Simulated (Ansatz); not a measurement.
**Ge(OMe)H3 (CH₆GeO): trial inputs and their diagnosis**

Aim: try 2 inputs for Ge(OMe)H3 (CH₆GeO) as typed, read how each ends, and find what has to change.

Method: the settings change from run to run; program: Ansatz 0.2.0, Gaussian basis.

### 1 The geometry

The geometry comes from an earlier relaxation with PBE-D4 in a triple-zeta def2 set; it is a stationary point, not always the lowest conformer.

9 atoms, charge 0, spin multiplicity 1.

Atoms are counted from 1 here; the program's logs count them from 0.

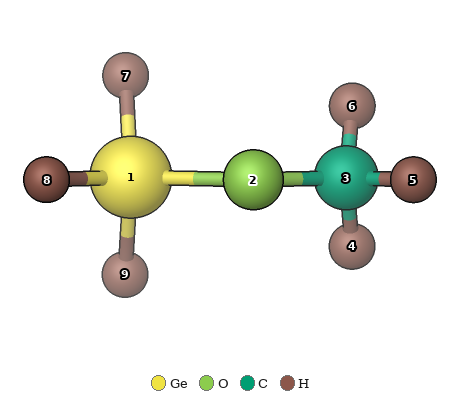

The geometry (germanium yellow, oxygen green, carbon teal, hydrogen brown); atoms are numbered from 1 in the order of the file.

### 2 Attempt 1

in.yaml reads:

```yaml
crystal:
  periodic: [true, true, true]
  atoms:
    - {symbol: Ge, position_ang: [-0.361261, 0.575788, -1.137373]}
    - {symbol: O, position_ang: [-0.403846, 0.381822, 0.644384]}
    - {symbol: C, position_ang: [0.448809, -0.404068, 1.096728]}
    - {symbol: H, position_ang: [0.249011, -1.533439, 0.989661]}
    - {symbol: H, position_ang: [0.252679, -0.400712, 2.225859]}
    - {symbol: H, position_ang: [1.098369, -0.702819, 0.953913]}
    - {symbol: H, position_ang: [1.204902, 0.473838, -1.622824]}
    - {symbol: H, position_ang: [-1.130994, 1.956082, -1.531651]}
    - {symbol: H, position_ang: [-1.099835, -0.493116, -1.736465]}
basis:
  gaussian: {orbitals: "6-31G*"}
hamiltonian: {xc: {name: PBE}, dispersion: d4}
output: {forces: true}
```

Command:

```sh
> ansatz run in.yaml --threads 4 --pin off --events-out ev --progress --plain --max-ram 3916MiB
```

Standard output:

```text
Error: YAML parse error: error: line 2 column 3: crystal: missing field `lattice` (a structure is typed as `lattice` and `atoms`, a molecule's as `atoms` in Å alone, or read from a run's directory, `checkpoint`)
 --> <input>:2:3
  |
1 | crystal:
2 |   periodic: [true, true, true]
  |   ^ crystal: missing field `lattice` (a structure is typed as `lattice` and `atoms`, a molecule's as `atoms` in Å alone, or read from a run's directory, `checkpoint`)
3 |   atoms:
4 |     - {symbol: Ge, position_ang: [-0.361261, 0.575788, -1.137373]}
  |
```

Wall time 0.05 s (4 threads of Arm Neoverse V1, shared host).

**Diagnosis.** The program refused the input. The molecule is marked periodic without a cell. Its coordinates are also moved off the relaxed structure. To mend it, set periodic to false, or give a lattice.

### 3 Attempt 2

in.yaml reads:

```yaml
crystal:
  periodic: [false, false, false]
  atoms:
    - {symbol: Ge, position_ang: [-0.381083, 0.612565, -1.167426]}
    - {symbol: O, position_ang: [-0.341736, 0.558251, 0.635031]}
    - {symbol: C, position_ang: [0.339314, -0.544516, 1.222116]}
    - {symbol: H, position_ang: [-0.117243, -1.514155, 0.946983]}
    - {symbol: H, position_ang: [0.274468, -0.433219, 2.314724]}
    - {symbol: H, position_ang: [1.409306, -0.574003, 0.941787]}
    - {symbol: H, position_ang: [1.075916, 0.662092, -1.703300]}
    - {symbol: H, position_ang: [-1.168052, 1.896694, -1.493566]}
    - {symbol: H, position_ang: [-1.090888, -0.663709, -1.696338]}
basis:
  gaussian: {orbitals: LANL2DZ}
hamiltonian: {xc: {name: PBE0}, dispersion: d4}
scf: {omitted_lower_state_checks: [starts]}
```

Launched as before.

Standard output:

```text
Error: <dir> can't be read: No such file or directory (os error 2)
```

Wall time 0.05 s (4 threads of Arm Neoverse V1, shared host).

**Diagnosis.** The run ended at the input check. The line that matters: «<dir> can't be read: No such file or directory (os error 2)» No basis of that name is known. Remedy: choose a basis that the program's library holds for every element.

### 4 How the tries ended

```
attempt         level    ended                                           cause    time
      1    PBE/6-31G*  refused  the molecule is marked periodic without a cell  0.05 s
      2  PBE0/LANL2DZ  refused                  no basis of that name is known  0.05 s
```

**Reading.** 2 refused. A refusal costs next to no computing time.
